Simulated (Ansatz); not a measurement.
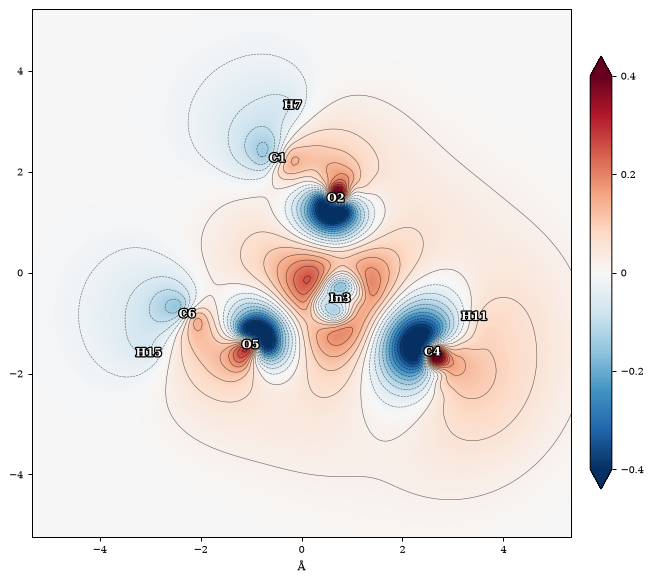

Figure 1: C3H9InO2 (SMILES C[O][In]([CH3])[O]C). The LUMO on the plane of atoms O2, In3 and O5 (values in Å⁻³ᐟ²; the overall sign is arbitrary).

Geometry: PBE0-D4/def2-TZVP; core potentials replace the inner electrons of In.

Theory: Ansatz, RKS PBE0-D4/def2-TZVPP.

Input

```
crystal:
  periodic: [false, false, false]
  atoms:
    - {symbol: C, position_ang: [-2.303888, -0.090207, 0.262688]}
    - {symbol: O, position_ang: [-1.287762, -1.052204, 0.236145]}
    - {symbol: In, position_ang: [0.655086, -0.721485, -0.019816]}
    - {symbol: C, position_ang: [2.073173, -2.298858, -0.065499]}
    - {symbol: O, position_ang: [1.171315, 1.185829, -0.229841]}
    - {symbol: C, position_ang: [0.313963, 2.291667, -0.198569]}
    - {symbol: H, position_ang: [-3.242638, -0.577940, 0.550911]}
    - {symbol: H, position_ang: [-2.466938, 0.378847, -0.717383]}
    - {symbol: H, position_ang: [-2.118248, 0.714719, 0.986436]}
    - {symbol: H, position_ang: [2.856419, -2.102445, 0.665889]}
    - {symbol: H, position_ang: [1.578271, -3.240814, 0.164128]}
    - {symbol: H, position_ang: [2.521607, -2.351265, -1.057350]}
    - {symbol: H, position_ang: [-0.527783, 2.206435, -0.898846]}
    - {symbol: H, position_ang: [-0.105608, 2.471933, 0.800788]}
    - {symbol: H, position_ang: [0.883022, 3.185787, -0.479680]}
basis:
  gaussian: {orbitals: def2-TZVPP}
hamiltonian: {xc: pbe0, dispersion: d4}
output: {orbitals: {seedname: orbitals}}
```

Launched as:

```sh
ansatz run in.yaml --threads 2 --pin off --events-out ev --progress --plain --max-ram 32768MiB --backend cuda --devices 0, --max-vram 18GiB
```

### Describe this orbital and give its energy.

By Hirshfeld shares it lies mainly on In3 (about 50 %), C4 (about 15 %), O2 (about 10 %) and O5 (about 10 %). Its energy is −0.95 eV.
